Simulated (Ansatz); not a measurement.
# What Sn → W does to Mg2Sn

Consider Mg$_{2}$Sn (space group Fm-3m, No. 225; a = 6.8161 Å).

One thing is altered: every Sn is replaced by W, then cell and atoms are relaxed.

Calculations: PBE (Ansatz, a first-principles code, PAW, no SOC). k-mesh 12×12×12 (Γ-centred); smearing 0.05 eV (Fermi–Dirac).

The density grows by 2.03 g/cm³ (3.51 g/cm³ → 5.54 g/cm³) and the lattice parameter a falls by 0.2826 Å, from 6.816 Å to 6.534 Å. The band gap is still zero.

Final structure:

```yaml
crystal:
  lattice:
    - [0.00000, 3.26676, 3.26676]
    - [3.26676, 0.00000, 3.26676]
    - [3.26676, 3.26676, 0.00000]
  atoms:
    - { symbol: W, position: [0.00000, 0.00000, 0.00000] }
    - { symbol: Mg, position: [0.25000, 0.25000, 0.25000] }
    - { symbol: Mg, position: [0.75000, 0.75000, 0.75000] }
```

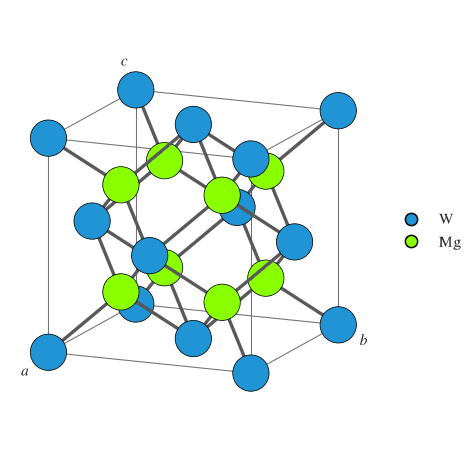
*The relaxed conventional cell after the change*

Whether these cells are dynamically stable was not tested. As relaxed here, Mg2W is a hypothetical phase, not in the database extracts checked. The final runs are not spin-polarised. Mg2W has a high density of states at the Fermi level and may be magnetic at this level.
